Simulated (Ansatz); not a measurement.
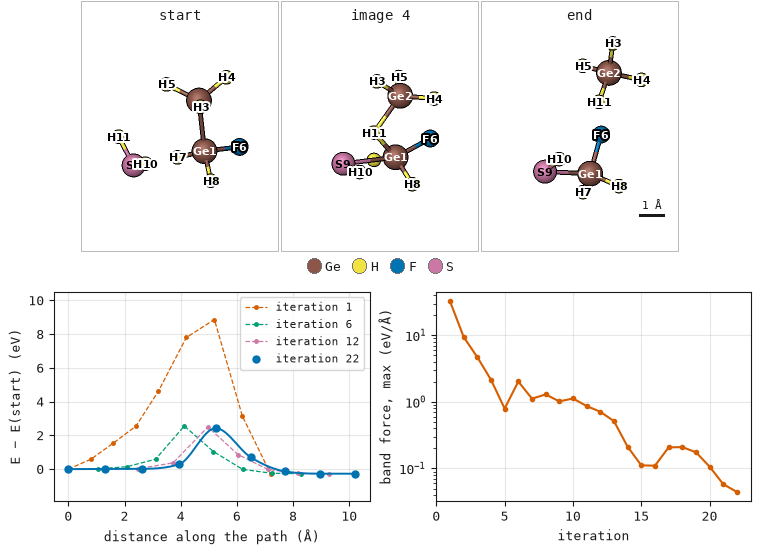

A search for the minimum-energy path of Ge$_{2}$H$_{7}$SF, made up at the start of Ge$_{2}$H$_{5}$F and H2S by the nudged elastic band. Images are numbered from 0 (start) to 8 (end). The plot follows the band through its iterations. A ball-and-stick model, seen from a free direction.

Level of theory: RKS BHLYP/def2-SVP in Ansatz 0.2.0. Set-up: 7 movable images; climbing image; force threshold 0.05 eV/Å; iteration limit 60; starting path through a guess of the saddle point.

Question: How did the profile develop, and is the result final?

Answer: The result is final at these settings. The band converged in 22 iterations. The largest component of the band force went from 33 to 0.044 eV/Å. The climbing image converged on the top of the path. Its vibrational analysis gives one imaginary mode (1215i cm⁻¹), as a transition state must have. The first iteration put the highest image at 8.87 eV. The energy climbs by 2.43 eV to image 4 and then falls by 2.70 eV, so the end point sits at −0.27 eV.

Limits of the set-up: the start holds two separate molecules, 3.1 Å apart at their closest, whose relative position is a soft coordinate and is computed without a dispersion correction.

The run took 9.2 min on 4 threads of Intel(R) Xeon(R) Platinum 8259CL CPU @ 2.50GHz (Skylake/Cascade Lake), with other jobs on the host, peak memory 0.43 GiB.
